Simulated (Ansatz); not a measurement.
The starting structures come from a database of crystals and need not be the phases stable at ambient conditions.

 Where the default PAW files enter, the runs use the earlier of Ansatz's two default sets.

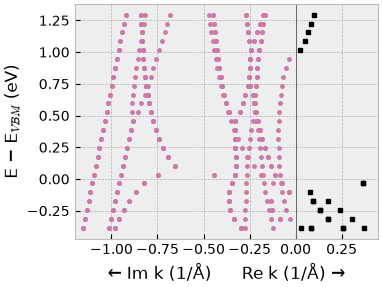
Fig. 1. Complex bands at the centre of the two-dimensional zone; Ansatz (a first-principles code) with PBEsol

The gap is the functional's own. No spin-orbit coupling. Mid-gap values are interpolated on the energy grid.

### Question
This is Zn(InS2)2 (Fd-3m, spinel, not sure to be the ambient phase, 14 atoms a cell, 22.2 Å³ an atom, -3 GPa at this level) along the normal of (111). Read off the slowest decay at the centre of the two-dimensional zone at 0.53 eV, the computed energy nearest the middle of the gap.

### Answer
κ ≈ 0.09 1/Å, a decay length 1/(2κ) of the density of 5.6 Å.
